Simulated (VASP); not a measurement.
Band structure of TiSi₂ (space group Cmcm). Level of theory: LDA (Ceperley-Alder, Perdew-Zunger), VASP's LDA PAW potentials (set 64) (plane waves; VASP).

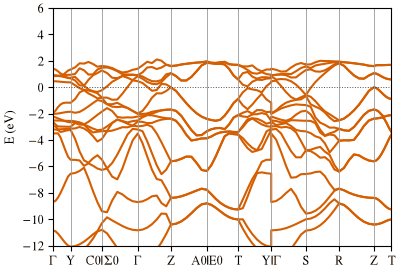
Figure. Bands along high-symmetry lines, zero at the valence-band maximum or, without a gap, the Fermi level

### Question
Read the plot: is there a gap, and where are the band edges?

### Answer
It has no gap at this level: it comes out as a metal or semimetal. (Edges off the drawn lines would not show.)

The structure comes from a computed database's TiSi2 entry (Cmcm); how it stands against other phases isn't given here. It was relaxed first.
